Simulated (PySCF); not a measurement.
AlClF2H (charge −1)

```xyz
5

F    -0.8856   -1.3154    0.2016
Al    0.0392   -0.1242   -0.6225
F    -0.8405    1.3516   -0.6365
Cl    1.8826    0.2203    0.5552
H     0.4181   -0.5969   -2.1075
```

Geometry: PBE0-D3(BJ)/ma-def2-SVP.

These are results of PySCF 2.14.0, density-fitted response routines, DFT single point, gas phase, functional wB97X, not measurements.

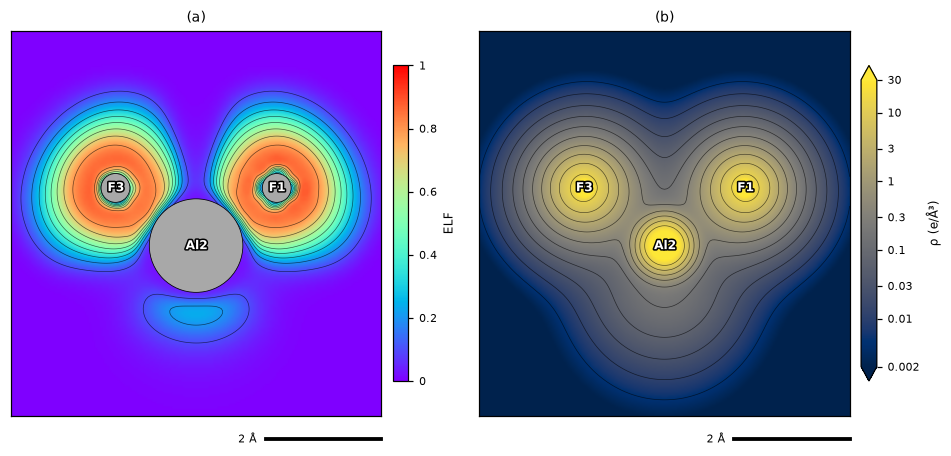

Figure 1. (a) ELF; (b) total electron density on the plane of atoms F1, Al2 and F3. Grey discs cover the atomic cores in the ELF map.

Question: What does the map show?

Answer: The section cuts through F and Al sites. Al–F (1.72 Å): the density is about 0.77 e/Å³ at the midpoint; the ELF peaks at about 0.85 in the valence shell of F, 0.5 Å from its nucleus, and is about 0.40 at the midpoint. The ELF also peaks beside F1 and F3, away from the bonds: lone-pair regions.

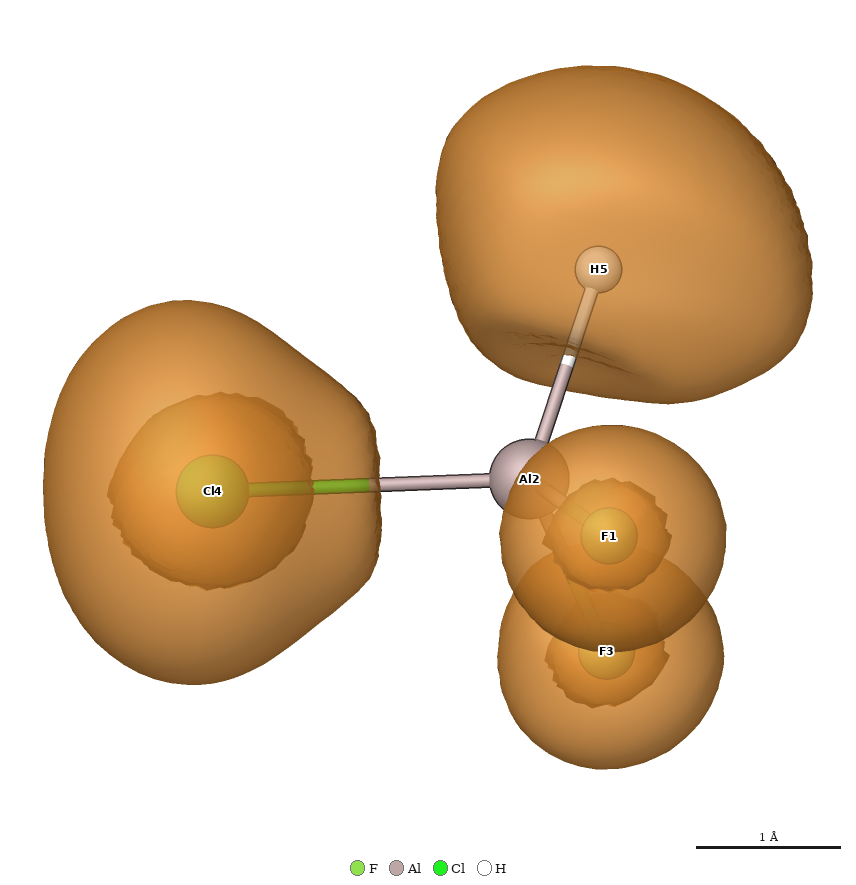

Figure 2. Isosurface of the electron localisation function at 0.75 (orange), seen from one side. Core shells and regions of very low density are left out.

Question: Identify the bonds, lone pairs and shells in this picture.

Answer: The surface consists of one region around a hydrogen nucleus, one region on Cl in which the atom's valence shell and bonds are merged and two regions wrapped around F (the valence shell of each).


 Al–Cl (2.21 Å): the ELF peaks at about 0.90 in the valence shell of Cl, 0.9 Å from its nucleus, and is about 0.85 at the midpoint.
